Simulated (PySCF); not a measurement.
# Hf(NH2)4: how tightly the ligands are held

Aim: take one ligand of each kind off Hf(NH2)4, with both parts rigid, and scan its distance from the metal. The species was built from a template and needn't be a known compound.

Computed with PySCF 2.14.0. Level: BP86, Hf def2-SVP with ECP60, N def2-SVP, H def2-SVP; scalar-relativistic core potentials, no spin–orbit coupling.

4 further runs of the same task are left out: 2 for a known fault of the program, 2 that didn't finish.

### Step 1. The starting structure

13 atoms, charge 0, spin multiplicity 1.

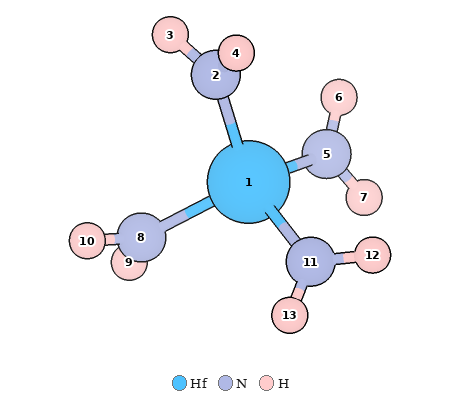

The geometry (hafnium blue, nitrogen light blue, hydrogen pink); atoms are numbered from 1 in the order of the file.

As a file:

```xyz
13
charge 0, multiplicity 1
Hf    0.0000    0.0000    0.0000
N     1.2089    1.2300    1.1283
H     2.0681    0.9045    1.5917
H     1.1363    2.2421    1.2862
N    -1.2090   -1.1282    1.2300
H    -1.1362   -1.2864    2.2421
H    -2.0681   -1.5917    0.9045
N     1.2089   -1.2300   -1.1283
H     1.1363   -2.2421   -1.2862
H     2.0681   -0.9045   -1.5917
N    -1.2090    1.1282   -1.2300
H    -2.0681    1.5917   -0.9045
H    -1.1362    1.2864   -2.2421
```

Formal oxidation states: Hf +4. An earlier session relaxed this geometry at BP86, Hf def2-SVP with ECP60, N def2-SVP, H def2-SVP (singlet, point group S4).

### Step 2. NH2 taken off

The ligand (atoms 2, 3, 4) keeps its formal charge and a closed shell where it can; ligand and rest are solved at the complex's geometry, in vacuum, with the settings of the relaxation.

```
   part  charge    state  energy (Eh)
complex       0  singlet  -271.914710
 ligand      -1  singlet   -55.797763
   rest       1  singlet  -215.694383
```

Wall time 3.1 s (2 threads of Arm Neoverse V1, shared host).

### Step 3. Rigid scan of NH2

Atoms 2, 3, 4 move together along the line from atom 1; the distance is to the donor, the donors' midpoint or the ring centre. Each point starts from the density of the one before.

```
distance (Å)  energy from the relaxed point (eV)
        1.76                               1.349
        1.86                               0.513
        1.96                               0.111
        2.06                               0.000
        2.16                               0.082
        2.26                               0.287
        2.46                               0.896
        2.76                               1.948
        3.16                               3.212
        3.66                               4.370
```

Wall time 97 s (2 threads of Arm Neoverse V1, shared host).

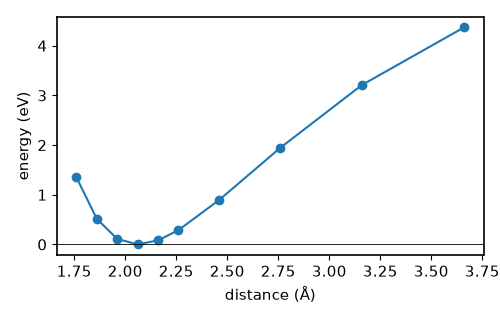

Energy along the rigid scan of NH2.

### Step 4. Outcome

```
                    quantity       value
              taking off NH2    11.50 eV
stiffness of the NH2 contact  19.3 eV/Å²
```

**Reading.** Taking off NH2 as a fragment of charge -1 costs 11.50 eV, much of it the attraction of the two charges. Near 2.06 Å the NH2 contact has a stiffness of about 19.3 eV/Å², and the energy stands 4.37 eV higher at 3.66 Å. The free anion is solved without diffuse functions, no counterpoise correction is made, and the parts aren't relaxed; each of these makes the binding look larger. The bases are small and lack diffuse functions. Spin–orbit coupling is left out.
